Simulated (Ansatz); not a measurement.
```csv
atom,x (Å),y (Å),z (Å)
Si,-0.5883,0.8680,-0.7784
S,0.4407,-1.4774,1.7467
F,0.7458,1.4232,-0.1497
F,-1.0415,1.8968,-1.8837
F,-0.2676,-0.4887,-1.5132
H,1.5641,-0.7453,1.6944
H,-1.6430,0.7168,0.2173
H,0.7895,-2.1933,0.6666
```

The product side of a reaction path; geometry: PBE0-D4/def2-TZVP.

The calculation used RKS PBE0-D4/def2-TZVPP (Ansatz).

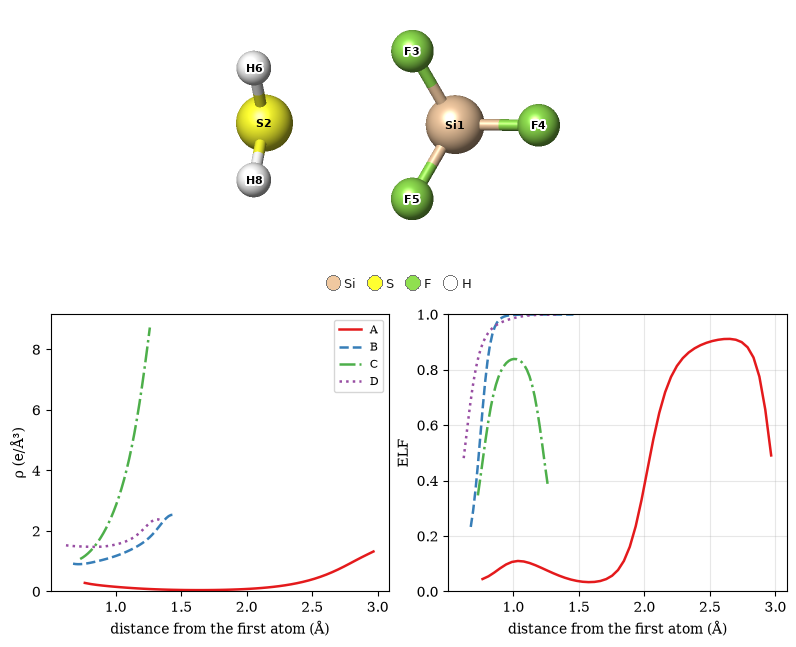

F3HSi···H2S. Electron density and electron localisation function along straight lines between neighbouring atoms. The curves leave out the atomic cores. The structure is drawn too.

Which curve belongs to which contact (Si–F, Si–H, Si–S and S–H)? The first atom named is at distance zero.

Curve A: Si1···S2 (3.60 Å): the density falls to about 0.05 e/Å³ on the way; the ELF dips to about 0.05 between them; a weak contact between the two molecules. Curve B: Si–H (1.46 Å): ρ at the midpoint is about 0.9 e/Å³; the ELF climbs to about 1 towards the hydrogen, as it does in any bond to H. Curve C: Si–F (1.58 Å): the density is about 1.3 e/Å³ at the midpoint; the ELF peaks at about 0.85 in the valence shell of F, 0.6 Å from its nucleus, and is about 0.55 at the midpoint. Curve D: S–H (1.34 Å): ρ is about 1.5 e/Å³ halfway; the ELF climbs to about 1 towards the hydrogen.
